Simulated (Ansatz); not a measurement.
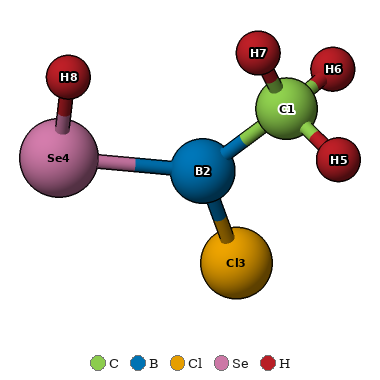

The system is CH4BClSe, SMILES CB(Cl)[SeH]; the picture shows the reference structure. The first coordinate is: angle C1–B2–Se4; the second: dihedral C1–B2–Se4–H8. Nothing is relaxed (all other coordinates rigid). Grid: 7 × 8 points. All energies are given in kJ/mol relative to the lowest grid point. Energies and slopes of some neighbouring points disagree (a jump in structure or state, or too coarse a mesh). Method: RKS PBE-D4/def2-TZVP in Ansatz 0.2.0.

Its coordinates:

```xyz
8

C     0.0230    0.9292   -0.0116
B     0.5161   -0.5507   -0.0865
Cl    2.2348   -0.8912   -0.3573
Se   -0.6036   -2.1273    0.0958
H     0.5496    1.4569    0.8009
H     0.2945    1.4618   -0.9380
H    -1.0572    1.0378    0.1479
H    -1.8652   -1.3735    0.2927
```

Range: angle C1–B2–Se4 from 90.6 to 160.6°; dihedral C1–B2–Se4–H8 from −180 to 135°.

> What landscape does the calculation give?

The lowest grid point is at angle C1–B2–Se4 = 125.6°, dihedral C1–B2–Se4–H8 = 0°. Other grid points that lie below all their neighbours: angle C1–B2–Se4 = 125.6°, dihedral C1–B2–Se4–H8 = −180° (2.8 kJ/mol higher). The highest grid point, angle C1–B2–Se4 = 160.6°, dihedral C1–B2–Se4–H8 = 90°, lies 242 kJ/mol above the lowest.

| dihedral C1–B2–Se4–H8 ↓, angle C1–B2–Se4 → | 90.6 | 102.3 | 114.0 | 125.6 | 137.3 | 149.0 | 160.6 |
| --- | --- | --- | --- | --- | --- | --- | --- |
| 135 | 168 | 81 | 40 | 29 | 46 | 100 | 213 |
| 90 | 235 | 130 | 80 | 63 | 77 | 128 | 242 |
| 45 | 197 | 91 | 42 | 27 | 42 | 94 | 206 |
| 0 | 215 | 72 | 16 | 0 | 15 | 67 | 179 |
| −45 | 197 | 91 | 42 | 27 | 42 | 94 | 206 |
| −90 | 235 | 130 | 80 | 63 | 77 | 128 | 242 |
| −135 | 167 | 81 | 40 | 29 | 46 | 100 | 213 |
| −180 | 120 | 45 | 10 | 3 | 22 | 76 | 189 |

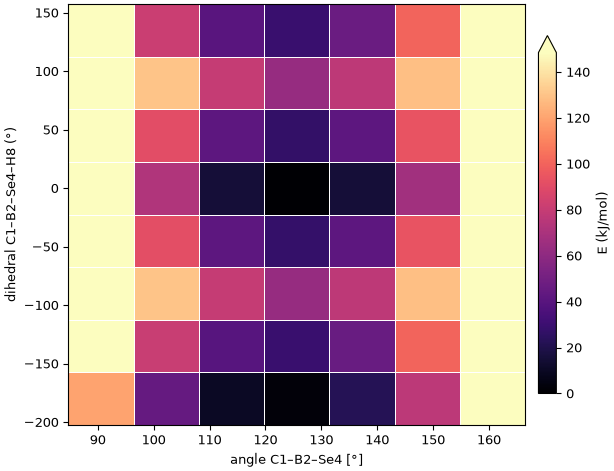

The picture shows one coloured cell a grid point, one colour for all values above the top of the scale.

Each point was launched as `ansatz run input.yaml --threads 1 --pin off --max-ram 2560MiB --backend cpu --events-out ev --progress --plain --runs-dir out`. Time for the 56 points that were run: 7.8 min on 1 thread of Intel(R) Xeon(R) Platinum 8259CL CPU @ 2.50GHz (Skylake/Cascade Lake) (shared host).
